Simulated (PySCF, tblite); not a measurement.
# C₅H₁₂BN: geometry, infrared bands and NMR shifts

Wanted: the infrared bands and NMR shifts of C₅H₁₂BN (`[BH3-][N@+]1(C)C=C(C)C1`), by calculation.

Programs: tblite 0.8.0 and PySCF 2.14.0, with density-fitted response routines of our own. Each step states its level of theory. These are calculated values for one molecule in the gas phase, unless marked as measured. Atoms are numbered from 0 throughout.

**1. Starting geometry**

19 atoms, charge 0, multiplicity 1; geometry from: force field or distance geometry start.

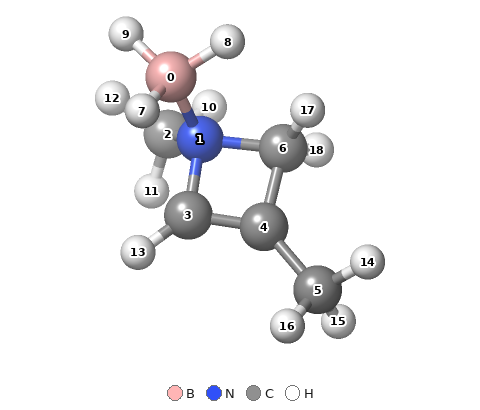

As it starts; boron pink, nitrogen blue, carbon grey, hydrogen white, atoms numbered.

**2. Geometry optimisation with GFN2-xTB**

Job settings and geometry (Å):

```
{"job": {"kind": "relax", "xc": "GFN2-xTB", "basis": "xTB"}, "charge": 0, "multiplicity": 1}
B     -1.352800     1.302100     0.651200
N     -0.764600     0.025200     0.030700
C     -1.729100    -0.971900    -0.302600
C      0.250100    -0.504900     0.882700
C      1.199300    -0.216400     0.016500
C      2.690000    -0.356900    -0.097300
C      0.220400     0.367700    -0.951100
H     -0.824500     1.452400     1.733100
H     -1.058300     2.175000    -0.095300
H     -2.535500     1.232400     0.734100
H     -1.962400    -1.006600    -1.407700
H     -1.394700    -1.963300    -0.012800
H     -2.694600    -0.784900     0.263600
H      0.285600    -0.983500     1.870900
H      3.102700     0.554700    -0.596800
H      2.884200    -1.235700    -0.695500
H      3.152000    -0.368200     0.915000
H      0.369400     1.460200    -1.030200
H      0.153100    -0.168200    -1.916100
```

Command:

```console
$ OMP_NUM_THREADS=1 python probes_run.py task.json out
```

The driver reads the jobs from task.json and runs them one after another.

**Question.** This job is followed by: GFN2-xTB harmonic vibrations, gas phase; GIAO PBE0/pcSseg-1 NMR shielding, non-relativistic, gas phase. Predict these results of the whole session: strongest single infrared mode (GFN2-xTB); zero-point energy (GFN2-xTB); ¹³C shifts against TMS (PBE0/pcSseg-1); ¹H shifts against TMS (PBE0/pcSseg-1, means over atoms taken as alike); ¹¹B shifts against BF3·OEt2 (PBE0/pcSseg-1); ¹⁵N shifts against NH3 (PBE0/pcSseg-1).

**Answer**, as computed:

```
                                                              quantity                                   value
                             strongest single infrared mode (GFN2-xTB)                   2428 cm⁻¹, 322 km/mol
                                          zero-point energy (GFN2-xTB)                          101.2 kcal/mol
                                ¹³C shifts against TMS (PBE0/pcSseg-1)      152.2, 143.3, 72.2, 49.5, 15.4 ppm
¹H shifts against TMS (PBE0/pcSseg-1, means over atoms taken as alike)  6.18, 4.18, 3.53, 2.72, 2.07, 1.92 ppm
                           ¹¹B shifts against BF3·OEt2 (PBE0/pcSseg-1)                               -16.6 ppm
                                ¹⁵N shifts against NH3 (PBE0/pcSseg-1)                                82.8 ppm
```

What this shows: Relaxing lowered the energy by 0.931 eV in 100 steps; the close pair that moved most is B0–N1, from 1.537 to 1.639 Å. No mode is imaginary among the 51: a minimum at this level. The strongest single mode, at 2428 cm⁻¹, moves mainly H8 and H7. Unscaled tight-binding wavenumbers are off by several per cent, some by more. Its intensities can rank the bands wrongly. The most deshielded hydrogen is H13 (hydrogen on an alkene CH), at 6.18 ppm: attached to an sp2 carbon and in the plane of the double bond. At PBE0/pcSseg-1: The widest tensor belongs to C4: span 221 ppm, with a paramagnetic part of -223 ppm.
